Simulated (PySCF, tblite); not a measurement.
**C₆H₁₃FN₂Si: geometry, infrared bands and NMR shifts**

Wanted: the infrared bands and NMR shifts of C₆H₁₃FN₂Si (`CN(C)[SiH2][C@@H](F)CCC#N`), by calculation.

Computed with tblite 0.8.0 and PySCF 2.14.0, with density-fitted response routines of our own, on a single molecule in the gas phase. Atoms count from 0, in the outputs and in this text.

### 1 Starting geometry

23 atoms, charge 0, multiplicity 1; geometry from: force field or distance geometry start.

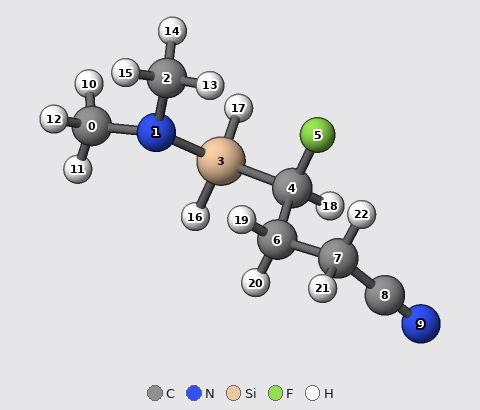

As it starts; carbon grey, nitrogen blue, silicon light orange, fluorine green, hydrogen white, atoms numbered; sticks join atoms by distance.

### 2 Geometry optimisation with GFN2-xTB

The job: settings as JSON, then the geometry in Å.

```
{"job": {"kind": "relax", "xc": "GFN2-xTB", "basis": "xTB"}, "charge": 0, "multiplicity": 1}
C     -3.029100    -0.497400    -0.968200
N     -1.816600    -0.188800    -0.223000
C     -2.138700    -0.158300     1.221800
Si    -0.652200     0.930800    -0.873100
C      1.020700     0.812400    -0.019300
F      0.877200     1.216800     1.271400
C      1.666600    -0.573600    -0.012300
C      3.023800    -0.578800     0.713000
C      4.045800     0.144900    -0.048000
N      4.827700     0.729000    -0.662200
H     -3.751500     0.338000    -0.934600
H     -2.818600    -0.714600    -2.017500
H     -3.539900    -1.388000    -0.564100
H     -1.241900    -0.131400     1.838800
H     -2.762600     0.730000     1.467900
H     -2.698700    -1.053900     1.533000
H     -0.514900     0.595800    -2.301000
H     -1.245500     2.272100    -0.747700
H      1.687100     1.539300    -0.504000
H      1.011900    -1.272200     0.531200
H      1.776300    -0.952900    -1.026800
H      3.343700    -1.619800     0.835300
H      2.924800    -0.152500     1.727200
```

Run with:

```sh
$ OMP_NUM_THREADS=1 python probes_run.py task.json out
```

One launch serves the whole session: the jobs run in the order shown.

**Question.** This job is followed by: GFN2-xTB harmonic vibrations, gas phase; GIAO PBE0/pcSseg-1 NMR shielding, non-relativistic, gas phase. Predict these results of the whole session: strongest single infrared mode (GFN2-xTB); zero-point energy (GFN2-xTB); 13C shifts against TMS (PBE0/pcSseg-1, means over atoms taken as alike); 1H shifts against TMS (PBE0/pcSseg-1, means over atoms taken as alike); 15N shifts against NH3 (PBE0/pcSseg-1); 29Si shifts against TMS (PBE0/pcSseg-1); 19F shifts against CFCl3 (PBE0/pcSseg-1).

**Answer**, as computed:

| quantity | value |
| --- | --- |
| strongest single infrared mode (GFN2-xTB) | 2198 cm⁻¹, 356 km/mol |
| zero-point energy (GFN2-xTB) | 113.7 kcal/mol |
| 13C shifts against TMS (PBE0/pcSseg-1, means over atoms taken as alike) | 124.0, 91.1, 41.5, 33.8, 14.4 ppm |
| 1H shifts against TMS (PBE0/pcSseg-1, means over atoms taken as alike) | 5.17, 5.06, 4.47, 2.82, 2.65, 2.39, 2.31, 1.68 ppm |
| 15N shifts against NH3 (PBE0/pcSseg-1) | 299.9, 13.2 ppm |
| 29Si shifts against TMS (PBE0/pcSseg-1) | -31.1 ppm |
| 19F shifts against CFCl3 (PBE0/pcSseg-1) | -264.8 ppm |

In words: Relaxing lowered the energy by 0.263 eV in 110 steps; the close pair that moved most is Si3–C4, from 1.882 to 1.921 Å. No mode is imaginary among the 63: a minimum at this level. The strongest single mode, at 2198 cm⁻¹, moves mainly H17. GFN2-xTB is a fitted tight-binding method: band positions and strengths are rough. Its intensities can rank the bands wrongly. The most deshielded carbon is C8 (nitrile carbon), at 124.0 ppm: C≡N carbons fall here, among the sp2 signals but without a proton. At PBE0/pcSseg-1: Shielding is most anisotropic at N9 (span 514 ppm, paramagnetic term -371 ppm).
